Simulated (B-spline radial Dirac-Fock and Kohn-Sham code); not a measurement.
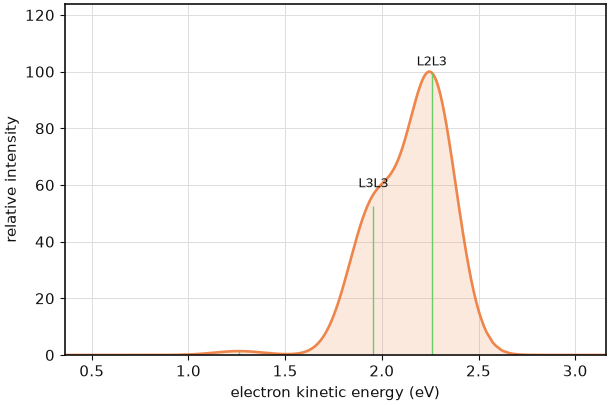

Auger and Coster–Kronig groups that fill an L1 (2s) hole, broadened by 0.30 eV full width. Kinetic energies count from the vacuum level; very weak lines are left out. It refers to oxygen in charge state −2 (O²⁻) ([Ne]), inside a Watson sphere of charge +2 and radius 1.704 Å that stands in for a crystal. Level of theory: independent-particle Coulomb rates on relativistic LDA orbitals, configuration-average energies from Dirac–Fock; calculated with a B-spline radial atomic code. Widths ruled by Coster–Kronig decay come out up to twice the measured ones in this model.

Question: Which group is strongest?

Answer: L1-L2L3 at 2.257 eV, 65 % of the non-radiative width.

Question: How wide is the L1 level from this decay?

Answer: The non-radiative width is 5.13 eV.
